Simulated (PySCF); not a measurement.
## Run report: TaO2 (charge −1), frequency calculation

System: TaO2, charge −1, multiplicity 3.
Method: UKS-based PBE0, Ta def2-SVPD with ECP60, O def2-SVPD; non-relativistic Hamiltonian with a scalar-relativistic core potential; density fitting (PySCF 2.14.0).

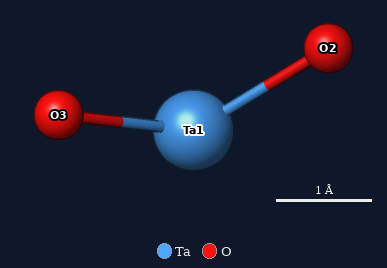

**Figure 1.** The structure (ball-and-stick view, seen at an oblique angle; atoms are numbered from 1 in the order of the input). Sticks mark near contacts.

### Key numbers

| quantity | value |
| --- | --- |
| outcome | converged |
| total energy | −207.264777 hartree |
| ⟨S²⟩ | 2.013 |
| zero-point energy | 0.004612 hartree |
| wavenumbers, lowest and highest | 270 and 910 cm⁻¹ |
| hardware | 2 threads of Arm Neoverse N1, 98 GiB of memory available, shared host |
| wall time | 38 s (CPU time 66 s) |
| peak memory | 0.77 GiB |

### Notes

The highest filled orbital lies above zero: either the extra electron isn't bound at this level, or the self-interaction error of the functional lifts the level.

### Input
```python
from pyscf import gto, scf, dft
mol = gto.M(atom='''
Ta     0.000000     0.000000    -0.147224
O      1.479307     0.000000     0.832761
O     -1.479307     0.000000     0.832761''',
    basis={'Ta': 'def2-SVPD', 'O': 'def2-SVPD'},
    ecp={'Ta': 'def2-SVPD'},
    charge=-1, spin=2)
mf = dft.UKS(mol, xc='PBE0')
mf.grids.atom_grid = (75, 302)
aux = {'Ta': 'def2-universal-JKFIT', 'O': 'def2-universal-JKFIT'}
mf = mf.density_fit(auxbasis=aux)
mf.conv_tol = 1e-09
mf.diis_space = 10
mf.max_cycle = 60
mf.verbose = 4
mf.kernel()
```

The script is an equivalent of the set-up of the self-consistent field. The run itself was carried out by a driver, which started from the orbitals of the step before it where there was one and computed the further properties.

Launched with:
```bash
OMP_NUM_THREADS=2 python axn.py task.json out
```

### The program's output
```
init E= -207.264776560079
  alpha nocc = 16  HOMO = 0.0118110107285929  LUMO = 0.148471985030943
  beta  nocc = 14  HOMO = -0.0963675284097185  LUMO = 0.0814131572748629
  HOMO = 0.0118110107286  LUMO = 0.0814131572749  gap/eV = 1.89397
cycle= 1 E= -207.264776560072  delta_E= 7.67e-12  |g|= 1.92e-06  |ddm|= 2.18e-06
  alpha nocc = 16  HOMO = 0.0118107592064369  LUMO = 0.148471693132045
  beta  nocc = 14  HOMO = -0.0963668519153771  LUMO = 0.0814129186045562
  HOMO = 0.0118107592064  LUMO = 0.0814129186046  gap/eV = 1.89397
Extra cycle  E= -207.264776560065  delta_E= 6.14e-12  |g|= 5.52e-06  |ddm|= 5.39e-06
converged SCF energy = -207.264776560065  <S^2> = 2.0125766  2S+1 = 3.0083727
```

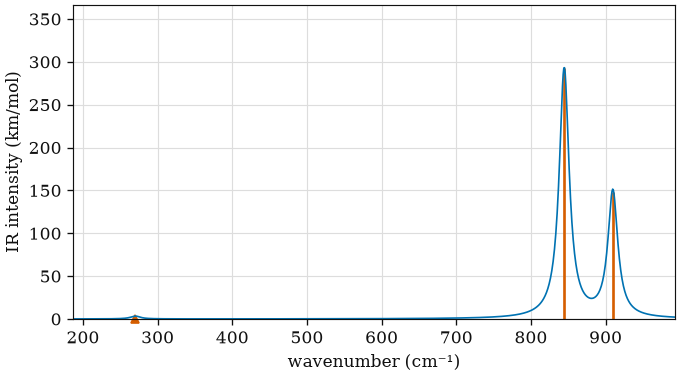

**Figure 2.** Harmonic infrared spectrum, unscaled: sticks (degenerate modes added up, dark ones marked on the axis) with a Lorentzian envelope of 16 cm⁻¹ full width, scaled to the tallest stick. 3 modes from 270 to 910 cm⁻¹, none imaginary. The strongest line is at 845 cm⁻¹ (293 km/mol). All modes, in cm⁻¹ (km/mol): 270 (3.3), 845 (293), 910 (148).

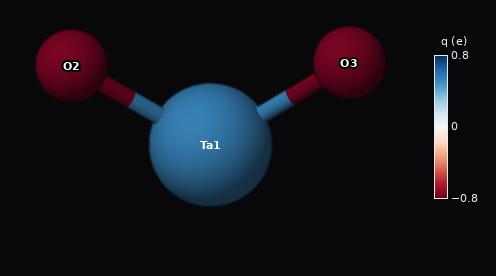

**Figure 3.** Mulliken charges, as the colour of each atom (ball-and-stick view, seen at a tilt; atoms are numbered from 1 in the order of the input). By element: Ta +0.53 and O −0.77 e.
